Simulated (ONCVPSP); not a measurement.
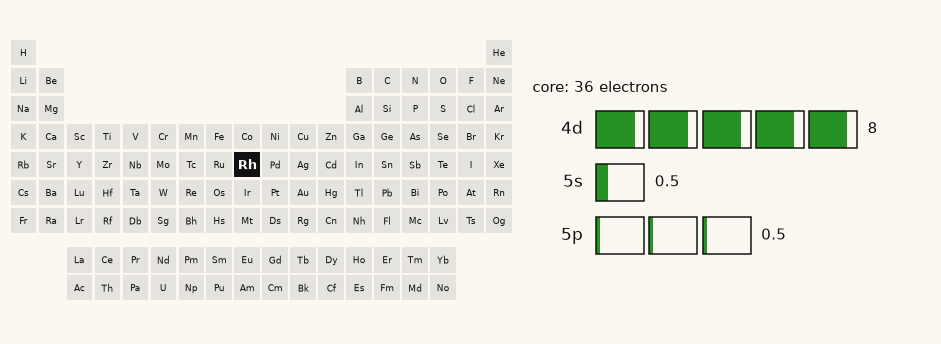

Figure 1. Left, the place of rhodium in the periodic table; right, the valence shells of the reference configuration: a box for each of the 2l + 1 orbitals, shaded by the share of the shell that is filled, with the electron count at the right. The shells are those of the unaltered input.

**Rh: pseudopotential generation**

Rhodium (Rh, Z = 45), core [Kr], reference valence 4d8 5s0.5 5p0.5, valence charge 9. (This line and the method describe the unaltered input from which the odd one was made.) Computed at this level: ONCV potential, PBE, scalar-relativistic, made with ONCVPSP 4.0.1.

The input:
```
# ATOM AND REFERENCE CONFIGURATION
# atsym  z   nc   nv     iexc    psfile
  Rh 45.00    8    3        4      upf
#
#   n    l    f
    1    0    2.00
    2    0    2.00
    2    1    6.00
    3    0    2.00
    3    1    6.00
    3    2   10.00
    4    0    2.00
    4    1    6.00
    4    2    8.00
    5    0    0.50
    5    1    0.50
#
# PSEUDOPOTENTIAL AND OPTIMIZATION
# lmax
    2
#
#   l,   rc,      ep,       ncon, nbas, qcut
    0    2.40    0.00    4    7    2.40
    1    3.80    0.00    3    6    2.10
    2    1.85    0.00    3    7   10.20
#
# LOCAL POTENTIAL
# lloc, lpopt,  rc(5),   dvloc0
    4    2    1.80    3.00
#
# VANDERBILT-KLEINMAN-BYLANDER PROJECTORs
# l, nproj, debl
    0    1    1.00
    1    1    0.90
    2    2    3.20
#
# MODEL CORE CHARGE
# icmod, fcfact, rcfact
    1   20.00    0.00
#
# LOG DERIVATIVE ANALYSIS
# epsh1, epsh2, depsh
   -2.00    5.00    0.02
#
# OUTPUT GRID
# rlmax, drl
    6.00    0.01
#
# TEST CONFIGURATIONS
# ncnf
    4
# nvcnf
#   n    l    f
    3
    4    2    8.00
    5    0    1.00
    5    1    0.00
#
    3
    4    2    8.00
    5    0    0.00
    5    1    0.00
#
    3
    4    2    7.00
    5    0    0.00
    5    1    0.00
#
    3
    4    2    9.00
    5    0    0.00
    5    1    0.00
#
```

Hardware: 1 CPU thread, shared host.

Launched with:
```bash
oncvpsp.x < Rh.dat > Rh.out
```

Output (extracts):
```
ONCVPSP  (Optimized Norm-Conservinng Vanderbilt PSeudopotential)
scalar-relativistic version 4.0.1

#   n    l    f        energy (Ha)
    1    0    2.00    -8.4669807E+02
    2    0    2.00    -1.2277776E+02
    2    1    6.00    -1.1003482E+02
    3    0    2.00    -2.1966922E+01
    3    1    6.00    -1.7777586E+01
    3    2   10.00    -1.1079925E+01
    4    0    2.00    -3.0657283E+00
    4    1    6.00    -1.8873547E+00
    4    2    8.00    -2.5167177E-01
    5    0    0.50    -1.8137222E-01
    5    1    0.50    -4.8745246E-02

Reference configufation results
  iterations    30
  all-electron total energy (Ha)   -4.78405112D+03

Begin loop to  construct optimized pseudo wave functions
and semi-local pseudopoentials for all angular momenta

Calculating optimized projector #   1

 for l=   0

    Fraction of norm inside rc  0.265613
    Optimizing pswf for qcut=   2.40 a_B^-1,  ecut=   2.88 Ha
    Residual kinetic energy error=  2.94D-03 Ha

    Energy error per electron        Cutoff
         Ha          eV             Ha
         0.01000     0.27211        2.11
         0.00100     0.02721        4.57
         0.00010     0.00272       15.72
         0.00001     0.00027       19.72

Calculating optimized projector #   1

 for l=   1

    Fraction of norm inside rc  0.323583
    Optimizing pswf for qcut=   2.11 a_B^-1,  ecut=   2.22 Ha
    Residual kinetic energy error=  2.87D-05 Ha

    Energy error per electron        Cutoff
         Ha          eV             Ha
         0.01000     0.27211        0.47
         0.00100     0.02721        0.80
         0.00010     0.00272        1.31
         0.00001     0.00027        6.05

   Wellstate for l =  2  n =  6
     eigenvalue =   2.9483
     asymptotic potential =   3.4483
     half-point radius =  3.1984

Calculating optimized projector #   1

 for l=   2

    Fraction of norm inside rc  0.717884
    Optimizing pswf for qcut=  10.20 a_B^-1,  ecut=  52.01 Ha
    Residual kinetic energy error=  8.20D-10 Ha

    Energy error per electron        Cutoff
         Ha          eV             Ha
         0.01000     0.27211       19.99
         0.00100     0.02721       25.98
         0.00010     0.00272       31.21
         0.00001     0.00027       35.68

Calculating optimized projector #   2

 for l=   2

    Fraction of norm inside rc  0.169340
    Optimizing pswf for qcut=  10.20 a_B^-1,  ecut=  52.01 Ha
    Residual kinetic energy error=  2.42D-09 Ha

    Energy error per electron        Cutoff
         Ha          eV             Ha
         0.01000     0.27211       22.14
         0.00100     0.02721       28.71
         0.00010     0.00272       34.78
         0.00001     0.00027       39.94

Construct Vanderbilt / Kleinmman-Bylander projectors

B matrix Hermiticity error, ll=   2
   1   2   -3.0780E-04

  Orthonormal projector coefficients -7.5836E+00 -2.3178E+00

Model core correction analysis
  based on d2Exc/dn_idn_j

d2excae - all-electron derivatives

   -1.840181D-02   -8.488977D-03   -2.959213D-03
   -8.522104D-03   -2.235207D-02   -1.112838D-02
   -3.014340D-03   -1.136226D-02   -6.528952D-03

d2excps - pseudofunction derivatives with no core correction

   -2.973537D-02   -9.696243D-03   -3.393437D-03
   -9.730954D-03   -2.376369D-02   -1.146543D-02
   -3.452617D-03   -1.171875D-02   -6.581870D-03

rms 2nd derivative error    3.858399E-03

Polynomial model core charge

d2excps - pseudofunction derivatives with core correction

   -1.874929D-02   -8.787300D-03   -3.141069D-03
   -8.820437D-03   -2.238650D-02   -1.095329D-02
   -3.196226D-03   -1.118763D-02   -6.334221D-03

rms 2nd derivative error    2.273401E-04

Pseudoatom total energy  -22.437811

Diagnostic tests using Vanderbilt-Kleinman-Bylander pseudopotentials
  1 or more projectors used as specified by nproj input data

   l    rcore       rmatch      e in        delta e   norm test  slope test

   0   2.4099603   2.4831319  -0.1813722  -0.0000004   1.0000003   0.9999881

   1   3.8199212   3.9359023  -0.0487452   0.0000042   1.0000259   1.0012113

   2   1.8522463   1.9084845  -0.2516718  -0.0000030   1.0000894   1.0000940
   2   1.8522463   1.9084845   2.9483282   0.0000672   1.0001403   1.0001403

 Testing for bound ghosts
   n   l    E NL Schr. Eq   E Basis Diag.   E Cutoff

   1   0       -0.181373       -0.175660     21.44

   2   1       -0.048741       -0.045645      6.68

   3   2       -0.251675       -0.250162     75.30

 Testing for highly-localized positive-energy ghosts
       l    <radius>/rc     E Basis Diag.   E Cutoff

Test configuration 0

   n   l     f        eae           eps        diff
   1   0  2.0000 -846.69806555
   2   0  2.0000 -122.77776045
   2   1  6.0000 -110.03481575
   3   0  2.0000  -21.96692151
   3   1  6.0000  -17.77758553
   3   2 10.0000  -11.07992473
   4   0  2.0000   -3.06572832
   4   1  6.0000   -1.88735467
   4   2  8.0000   -0.25167177   -0.25167475   -2.98D-06
   5   0  0.5000   -0.18137222   -0.18137258   -3.57D-07
   5   1  0.5000   -0.04874525   -0.04874103    4.21D-06

    Total energies and differences
      AE_ref= -4.78405112D+03  AE_tst= -4.78405112D+03  dif=  0.00D+00
      PS_ref= -2.24378108D+01  PS_tst= -2.24378108D+01  dif= -5.44D-12
      PSP excitation error=  5.44D-12

Test configuration 1

   n   l     f        eae           eps        diff
   1   0  2.0000 -846.66443137
   2   0  2.0000 -122.74521940
   2   1  6.0000 -110.00223373
   3   0  2.0000  -21.93392133
   3   1  6.0000  -17.74459248
   3   2 10.0000  -11.04702921
   4   0  2.0000   -3.03163420
   4   1  6.0000   -1.85293593
   4   2  8.0000   -0.21830311   -0.21880251   -4.99D-04
   5   0  1.0000   -0.15803561   -0.15794661    8.90D-05

    Total energies and differences
      AE_ref= -4.78405112D+03  AE_tst= -4.78411580D+03  dif= -6.47D-02
      PS_ref= -2.24378108D+01  PS_tst= -2.25025174D+01  dif= -6.47D-02
      PSP excitation error=  2.64D-05

Test configuration 2

   n   l     f        eae           eps        diff
   1   0  2.0000 -846.94630704
   2   0  2.0000 -123.02301999
   2   1  6.0000 -110.28026794
   3   0  2.0000  -22.21299883
   3   1  6.0000  -18.02365717
   3   2 10.0000  -11.32575682
   4   0  2.0000   -3.31425982
   4   1  6.0000   -2.13680404
   4   2  8.0000   -0.49917926   -0.49879933    3.80D-04

    Total energies and differences
      AE_ref= -4.78405112D+03  AE_tst= -4.78384162D+03  dif=  2.09D-01
      PS_ref= -2.24378108D+01  PS_tst= -2.22279201D+01  dif=  2.10D-01
      PSP excitation error= -3.94D-04

Test configuration 3

psatom: WARNING lschvkbb convergence error n,l,iter=   2   1   4
ea(ii),et,emin,emax -5.283516E-02 -5.811868E-02 -5.811868E-02 -5.811868E-02
run_config: WARNING for fully non-local PS atom, stg. 1
 WARNING no output for configuration 4

Test configuration 4

   n   l     f        eae           eps        diff
   1   0  2.0000 -846.55109543
   2   0  2.0000 -122.62577161
   2   1  6.0000 -109.88321791
   3   0  2.0000  -21.81536500
   3   1  6.0000  -17.62601822
   3   2 10.0000  -10.92802931
   4   0  2.0000   -2.91831728
   4   1  6.0000   -1.74378417
   4   2  9.0000   -0.13206265   -0.13145151    6.11D-04

    Total energies and differences
      AE_ref= -4.78405112D+03  AE_tst= -4.78414921D+03  dif= -9.81D-02
      PS_ref= -2.24378108D+01  PS_tst= -2.25347221D+01  dif= -9.69D-02
      PSP excitation error= -1.18D-03
```

What the run reported:

| quantity | value |
| --- | --- |
| outcome | generated |
| ghost flags of the generator | 0 GHOST(-), 0 GHOST(+) |
| largest excitation error printed | 32 meV |
| wall time | 2.6 s |

What is odd here:

This input holds a deliberate oddity: model core set to icmod 1, fcfact 20.00, rcfact 0.00. The program ran to the end. The all-electron atom is untouched: its total energy equals that from the unaltered input (−4784.0511 Ha). The pseudo-atom's total energy moves by −0.56 Ha, so the potential, or the configuration in which it is tested, is another one. Warnings of the program, in the generation or the tests: psatom: WARNING lschvkbb convergence error n,l,iter= 2 1 4.
